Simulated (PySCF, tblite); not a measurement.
**Borane carbonyl (CH₃BO): isotopologues and vibrational averages**

Aim: rotational constants, zero-point energies and shieldings of isotopologues of Borane carbonyl (CH₃BO) (`[BH3-]C#[O+]`).

Programs: PySCF 2.14.0 with density-fitted response routines of our own, and tblite 0.8.0. All values are computed, except where a source is named. Atoms count from 0 throughout.

### 1 The starting structure

6 atoms, charge 0, multiplicity 1; geometry from: force field or distance geometry start.

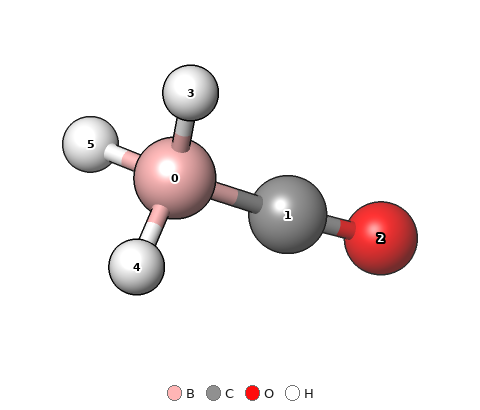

The starting geometry (boron pink, carbon grey, oxygen red, hydrogen white), atoms numbered.

### 2 GFN2-xTB relaxation, lowest of a short conformer search

Job settings and geometry (Å):

```
{"job": {"xc": "GFN2-xTB", "basis": "xTB", "kind": "relax"}, "charge": 0, "multiplicity": 1}
B     -0.477500    -0.029100    -0.006700
C      1.025600     0.017200    -0.026700
O      2.192600    -0.003100     0.039000
H     -0.953700    -0.314600     1.013100
H     -0.877400    -0.739100    -0.859600
H     -0.897100     1.076600    -0.245400
```

On the command line:

```sh
> OMP_NUM_THREADS=1 python ens_run.py task.json out
```

This one command runs the whole study; its stages follow in the order run.

The log of the run:

```text
step      E/eV     max force
  0    -242.89277    2.781
  1    -242.87512    5.259
  2    -242.97396    0.520
  3    -242.99236    0.540
  4    -243.03631    0.571
  5    -243.04444    0.294
  6    -243.04783    0.211
  7    -243.04913    0.186
  8    -243.05021    0.085
  9    -243.05039    0.032
 10    -243.05042    0.014
 11    -243.05043    0.011
 12    -243.05043    0.005
 13    -243.05044    0.004
 14    -243.05044    0.005
 15    -243.05044    0.010
 16    -243.05045    0.016
 17    -243.05046    0.016
 18    -243.05046    0.009
 19    -243.05047    0.007
 20    -243.05047    0.007
 21    -243.05047    0.010
 22    -243.05048    0.010
 23    -243.05048    0.005
 24    -243.05048    0.001
```

It took 0.09 s on 1 thread of Arm Neoverse V1, shared host.

Relaxing gained 0.158 eV and moved the atoms by 0.08 Å on average (rms).

### 3 Tight optimisation and Hessian

Job settings and geometry (Å):

```
{"job": {"xc": "B3LYP", "basis": "pcSseg-1", "grid": 2, "temperatures": [350, 500], "kind": "geom"}, "charge": 0, "multiplicity": 1}
B     -0.512961     0.001436    -0.025551
C      0.959983     0.001111     0.006338
O      2.101797     0.000928     0.031041
H     -0.868980    -0.349090     1.051156
H     -0.827287    -0.762105    -0.878270
H     -0.840061     1.115681    -0.271012
```

The log of the run:

```text
step   0  E = -3808.5355696 eV  max force = 2.02339
step   1  E = -3808.5842926 eV  max force = 0.27898
step   2  E = -3808.5861020 eV  max force = 0.06494
step   3  E = -3808.5862158 eV  max force = 0.00346
step   4  E = -3808.5862159 eV  max force = 0.00057
step   5  E = -3808.5862159 eV  max force = 0.00057
step   6  E = -3808.5862161 eV  max force = 0.00008
harmonic wavenumbers (cm-1): 301.7 302.0 744.2 817.6 817.7 1083.6 1105.7 1105.8 2205.1 2457.1 2518.1 2518.3
```

Wall time 70 s (1 thread of Arm Neoverse V1, shared host); peak memory 0.36 GiB.

### 4 Displacements along the modes, parent

Job settings and geometry (Å):

```
{"job": {"xc": "B3LYP", "basis": "pcSseg-1", "grid": 2, "temperatures": [350, 500], "kind": "vib", "mass_numbers": [11, 12, 16, 1, 1, 1]}, "charge": 0, "multiplicity": 1}
B     -0.539964     0.001442    -0.026131
C      0.982198     0.001139     0.006802
O      2.114124     0.000895     0.031357
H     -0.872062    -0.358624     1.080420
H     -0.829348    -0.782736    -0.901175
H     -0.842458     1.145845    -0.277571
```

The log of the run:

```text
mode    cm-1    km/mol   phi_rrr   E(+)/cm-1  E(-)/cm-1
  1    301.72     7.24      -9.6      57.17      57.94
  2    302.03     7.23      -6.2      57.26      57.89
  3    744.16    30.85    -292.1     123.93     144.94
  4    817.61     3.26      -0.8     147.34     147.43
  5    817.67     3.26      12.3     147.85     146.90
  6   1083.60     1.97       5.0     195.61     195.23
  7   1105.74     0.12       6.6     199.40     198.93
  8   1105.84     0.12       7.2     199.43     198.92
  9   2205.09   496.58     678.1     422.37     373.58
 10   2457.11     1.52    -793.6     415.00     472.06
 11   2518.14    38.03     660.2     479.41     432.05
 12   2518.35    38.03     -51.6     453.84     457.56
```

Run time: 57 s. Hardware: 1 thread of Arm Neoverse V1, shared host; peak memory 0.37 GiB.

### 5 Displacements along the modes, 17O at atom 2

Job settings and geometry (Å):

```
{"job": {"xc": "B3LYP", "basis": "pcSseg-1", "grid": 2, "temperatures": [350, 500], "kind": "vib", "mass_numbers": [11, 12, 17, 1, 1, 1]}, "charge": 0, "multiplicity": 1}
B     -0.539964     0.001442    -0.026131
C      0.982198     0.001139     0.006802
O      2.114124     0.000895     0.031357
H     -0.872062    -0.358624     1.080420
H     -0.829348    -0.782736    -0.901175
H     -0.842458     1.145845    -0.277571
```

The log of the run:

```text
mode    cm-1    km/mol   phi_rrr   E(+)/cm-1  E(-)/cm-1
  1    300.26     7.27       9.5      57.66      56.89
  2    300.57     7.27      -6.2      56.98      57.61
  3    739.08    29.85    -288.3     123.14     143.88
  4    816.80     3.23       0.6     147.28     147.20
  5    816.86     3.23      12.4     147.71     146.75
  6   1083.54     2.04       5.3     195.61     195.21
  7   1105.65     0.12       6.6     199.38     198.91
  8   1105.74     0.12      -7.2     198.90     199.42
  9   2179.41   490.03     661.8     417.13     369.52
 10   2457.06     1.28     794.0     472.07     414.98
 11   2518.14    38.03     660.2     479.41     432.05
 12   2518.35    38.03     -51.6     453.84     457.56
```

Wall time 57 s (1 thread of Arm Neoverse V1, shared host); peak memory 0.37 GiB.

### 6 Displacements along the modes, 13C at atom 1

Job settings and geometry (Å):

```
{"job": {"xc": "B3LYP", "basis": "pcSseg-1", "grid": 2, "temperatures": [350, 500], "kind": "vib", "mass_numbers": [11, 13, 16, 1, 1, 1]}, "charge": 0, "multiplicity": 1}
B     -0.539964     0.001442    -0.026131
C      0.982198     0.001139     0.006802
O      2.114124     0.000895     0.031357
H     -0.872062    -0.358624     1.080420
H     -0.829348    -0.782736    -0.901175
H     -0.842458     1.145845    -0.277571
```

The log of the run:

```text
mode    cm-1    km/mol   phi_rrr   E(+)/cm-1  E(-)/cm-1
  1    297.12     7.04      -9.5      56.22      56.99
  2    297.42     7.03      -6.3      56.31      56.94
  3    740.82    31.23    -291.9     123.34     144.33
  4    808.31     2.88      -0.2     145.69     145.74
  5    808.37     2.88     -12.4     145.23     146.19
  6   1083.59     1.96       5.1     195.61     195.22
  7   1104.14     0.16       6.6     199.12     198.65
  8   1104.24     0.16      -7.5     198.62     199.16
  9   2153.21   468.35     660.1     412.33     364.85
 10   2457.03     1.10     794.3     472.08     414.96
 11   2518.13    38.00     660.2     479.41     432.04
 12   2518.34    38.00     -51.7     453.84     457.56
```

Run time: 59 s. Hardware: 1 thread of Arm Neoverse V1, shared host; peak memory 0.37 GiB.

### 7 Displacements along the modes, 10B at atom 0, 17O at atom 2

Job settings and geometry (Å):

```
{"job": {"xc": "B3LYP", "basis": "pcSseg-1", "grid": 2, "temperatures": [350, 500], "kind": "vib", "mass_numbers": [10, 12, 17, 1, 1, 1]}, "charge": 0, "multiplicity": 1}
B     -0.539964     0.001442    -0.026131
C      0.982198     0.001139     0.006802
O      2.114124     0.000895     0.031357
H     -0.872062    -0.358624     1.080420
H     -0.829348    -0.782736    -0.901175
H     -0.842458     1.145845    -0.277571
```

The log of the run:

```text
mode    cm-1    km/mol   phi_rrr   E(+)/cm-1  E(-)/cm-1
  1    300.26     7.28       9.5      57.66      56.89
  2    300.57     7.27      -6.2      56.98      57.61
  3    755.45    31.51     281.5     146.57     126.32
  4    826.43     3.47       0.0     148.99     148.95
  5    826.49     3.47     -11.5     148.52     149.41
  6   1097.37     1.25       2.8     198.01     197.83
  7   1106.23     0.15       7.1     199.51     199.00
  8   1106.32     0.15      -7.3     199.00     199.53
  9   2179.74   491.10     660.8     417.15     369.62
 10   2459.48     1.01     794.8     472.53     415.39
 11   2530.79    37.72    -668.6     434.05     482.02
 12   2531.00    37.72     -52.8     456.11     459.91
```

Wall time 58 s (1 thread of Arm Neoverse V1, shared host); peak memory 0.37 GiB.

### 8 Displacements along the modes, 2H at atom 3

Job settings and geometry (Å):

```
{"job": {"xc": "B3LYP", "basis": "pcSseg-1", "grid": 2, "temperatures": [350, 500], "kind": "vib", "mass_numbers": [11, 12, 16, 2, 1, 1]}, "charge": 0, "multiplicity": 1}
B     -0.539964     0.001442    -0.026131
C      0.982198     0.001139     0.006802
O      2.114124     0.000895     0.031357
H     -0.872062    -0.358624     1.080420
H     -0.829348    -0.782736    -0.901175
H     -0.842458     1.145845    -0.277571
```

The log of the run:

```text
mode    cm-1    km/mol   phi_rrr   E(+)/cm-1  E(-)/cm-1
  1    268.42     4.96      -2.4      50.73      51.04
  2    297.95     6.78       0.7      56.93      56.98
  3    703.10    22.24    -111.3     122.59     130.62
  4    777.42    12.62      37.1     141.27     138.63
  5    778.40     3.90       3.7     140.45     140.13
  6    987.71     0.00       2.2     178.05     177.87
  7    989.41     0.14      33.2     179.73     177.36
  8   1097.45     0.82      38.7     199.14     196.35
  9   1831.23    10.09     970.2     366.95     297.30
 10   2205.25   496.66     679.2     422.43     373.57
 11   2479.69    15.25    1026.6     485.27     411.48
 12   2518.22    38.01       0.9     455.72     455.64
```

Run time: 59 s. Hardware: 1 thread of Arm Neoverse V1, shared host; peak memory 0.37 GiB.

### 9 Displacements along the modes, 10B at atom 0

Job settings and geometry (Å):

```
{"job": {"xc": "B3LYP", "basis": "pcSseg-1", "grid": 2, "temperatures": [350, 500], "kind": "vib", "mass_numbers": [10, 12, 16, 1, 1, 1]}, "charge": 0, "multiplicity": 1}
B     -0.539964     0.001442    -0.026131
C      0.982198     0.001139     0.006802
O      2.114124     0.000895     0.031357
H     -0.872062    -0.358624     1.080420
H     -0.829348    -0.782736    -0.901175
H     -0.842458     1.145845    -0.277571
```

The log of the run:

```text
mode    cm-1    km/mol   phi_rrr   E(+)/cm-1  E(-)/cm-1
  1    301.72     7.24      -9.6      57.17      57.94
  2    302.03     7.23       6.2      57.89      57.26
  3    760.40    32.55    -284.8     127.10     147.59
  4    827.24     3.50       0.2     149.14     149.09
  5    827.30     3.50     -11.4     148.67     149.55
  6   1097.48     1.17       3.4     198.05     197.83
  7   1106.32     0.14       7.1     199.53     199.02
  8   1106.41     0.14      -7.3     199.02     199.54
  9   2205.40   497.66     677.3     422.39     373.67
 10   2459.53     1.21     794.4     472.53     415.41
 11   2530.79    37.72    -668.6     434.05     482.02
 12   2531.00    37.72     -52.8     456.11     459.91
```

Wall time 59 s (1 thread of Arm Neoverse V1, shared host); peak memory 0.37 GiB.

### 10 Displacements along the modes, 2H at atom 3, 2H at atom 4, 2H at atom 5

Job settings and geometry (Å):

```
{"job": {"xc": "B3LYP", "basis": "pcSseg-1", "grid": 2, "temperatures": [350, 500], "kind": "vib", "mass_numbers": [11, 12, 16, 2, 2, 2]}, "charge": 0, "multiplicity": 1}
B     -0.539964     0.001442    -0.026131
C      0.982198     0.001139     0.006802
O      2.114124     0.000895     0.031357
H     -0.872062    -0.358624     1.080420
H     -0.829348    -0.782736    -0.901175
H     -0.842458     1.145845    -0.277571
```

The log of the run:

```text
mode    cm-1    km/mol   phi_rrr   E(+)/cm-1  E(-)/cm-1
  1    252.87     3.95       6.0      48.02      47.54
  2    253.11     3.94       3.8      48.00      47.59
  3    652.91    22.93     -91.1     114.36     120.91
  4    715.79     5.82      -6.5     128.76     129.23
  5    715.84     5.82       2.3     129.10     128.89
  6    807.90     0.37      -5.5     145.25     145.64
  7    807.96     0.37       3.0     145.57     145.35
  8    894.53     3.15     140.2     166.46     156.38
  9   1757.17     0.18     471.5     333.86     299.95
 10   1871.30    17.57     439.1     353.98     322.45
 11   1871.45    17.57      39.4     339.61     336.77
 12   2205.42   496.47     680.6     422.52     373.56
```

Wall time 59 s (1 thread of Arm Neoverse V1, shared host); peak memory 0.37 GiB.

### 11 Vibrational averages by isotopologue

Job settings and geometry (Å):

```
{"job": {"xc": "B3LYP", "basis": "pcSseg-1", "grid": 2, "temperatures": [350, 500], "kind": "iso"}, "charge": 0, "multiplicity": 1}
B     -0.539964     0.001442    -0.026131
C      0.982198     0.001139     0.006802
O      2.114124     0.000895     0.031357
H     -0.872062    -0.358624     1.080420
H     -0.829348    -0.782736    -0.901175
H     -0.842458     1.145845    -0.277571
```

The log of the run:

```text
parent
  Be/MHz 122054.759 8742.321 8742.315
  B0/MHz 121264.553 8705.67 8705.687
  ZPE/cm-1 7988.5
  <sigma>(0 K)/ppm 155.168 -16.185 -49.074 29.544 29.545 29.544
17O at atom 2
  Be/MHz 122054.759 8522.906 8522.9
  B0/MHz 121264.509 8487.481 8487.497
  ZPE/cm-1 7970.7
  <sigma>(0 K)/ppm 155.176 -16.160 -49.002 29.544 29.545 29.544
13C at atom 1
  Be/MHz 122054.759 8740.85 8740.844
  B0/MHz 121258.277 8704.836 8704.853
  ZPE/cm-1 7945.4
  <sigma>(0 K)/ppm 155.203 -16.141 -48.907 29.545 29.546 29.545
10B at atom 0, 17O at atom 2
  Be/MHz 122054.759 8843.459 8843.453
  B0/MHz 121258.308 8805.29 8805.309
  ZPE/cm-1 8010.1
  <sigma>(0 K)/ppm 155.143 -16.173 -49.074 29.541 29.543 29.542
2H at atom 3
  Be/MHz 93331.064 8308.846 8138.346
  B0/MHz 92890.943 8275.048 8098.797
  ZPE/cm-1 7467.1
  <sigma>(0 K)/ppm 155.247 -16.266 -49.210 29.654 29.553 29.552
10B at atom 0
  Be/MHz 122054.759 9066.38 9066.374
  B0/MHz 121258.346 9026.921 9026.941
  ZPE/cm-1 8027.8
  <sigma>(0 K)/ppm 155.135 -16.198 -49.145 29.541 29.542 29.541
2H at atom 3, 2H at atom 4, 2H at atom 5
  Be/MHz 61074.293 7397.855 7397.846
  B0/MHz 60795.183 7363.403 7363.424
  ZPE/cm-1 6403.1
  <sigma>(0 K)/ppm 155.399 -16.413 -49.476 29.675 29.675 29.675
```

Wall time 8 min (1 thread of Arm Neoverse V1, shared host); peak memory 0.37 GiB. This counts the whole study up to here.

Rotational constants (MHz) at equilibrium and in the ground state:

```tsv
isotopologue	Be	B0	zero-point change (cm⁻¹)
parent	122054.8, 8742.3, 8742.3	121264.6, 8705.7, 8705.7	0.0
17O at atom 2	122054.8, 8522.9, 8522.9	121264.5, 8487.5, 8487.5	-17.8
13C at atom 1	122054.8, 8740.9, 8740.8	121258.3, 8704.8, 8704.9	-43.2
10B at atom 0, 17O at atom 2	122054.8, 8843.5, 8843.5	121258.3, 8805.3, 8805.3	21.5
2H at atom 3	93331.1, 8308.8, 8138.3	92890.9, 8275.0, 8098.8	-521.4
10B at atom 0	122054.8, 9066.4, 9066.4	121258.3, 9026.9, 9026.9	39.3
2H at atom 3, 2H at atom 4, 2H at atom 5	61074.3, 7397.9, 7397.8	60795.2, 7363.4, 7363.4	-1585.4
```

Shieldings of the first species (ppm): at equilibrium, the vibrational parts at 0 K, and the averages:

```tsv
atom	equilibrium	anharmonic	harmonic	0 K	350 K	500 K
B0	157.76	-0.77	-1.82	155.17	154.46	153.92
C1	-14.73	-0.31	-1.14	-16.19	-15.95	-15.78
O2	-42.37	-1.45	-5.25	-49.07	-49.58	-50.10
H3	30.09	-0.13	-0.42	29.54	29.48	29.43
H4	30.09	-0.13	-0.42	29.54	29.49	29.43
H5	30.09	-0.13	-0.42	29.54	29.48	29.43
```

Isotope effects on the shieldings at 0 K (ppb; positive means more shielded):

```tsv
atom	17O at atom 2	13C at atom 1	10B at atom 0, 17O at atom 2	2H at atom 3	10B at atom 0	2H at atom 3, 2H at atom 4, 2H at atom 5
B0	8	35	-25	79	-33	231
C1	25	44	12	-80	-13	-227
O2	72	167	0	-136	-71	-402
H3	0	1	-2	111	-2	132
H4	0	1	-2	8	-2	131
H5	0	1	-2	9	-2	131
```

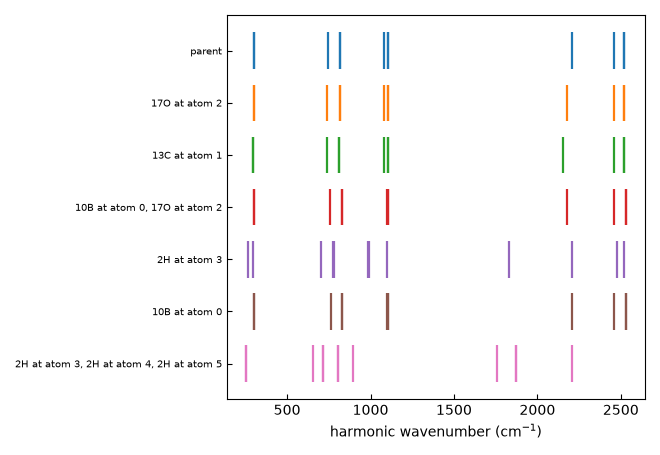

Harmonic wavenumbers of each isotopologue.

### 12 Results

| quantity | value |
| --- | --- |
| point group | C3v |
| B0 of the first species | 121264.6, 8705.7, 8705.7 MHz |
| zero-point energy | 7989 cm⁻¹ |
| zero-point change of σ(O2) | -6.70 ppm |

**Reading.** Zero-point motion changes the shielding of O2 most, by -6.70 ppm. The largest secondary isotope effect is -402 ppb on O2, 3 bonds from the change (2H at atom 3, 2H at atom 4, 2H at atom 5).
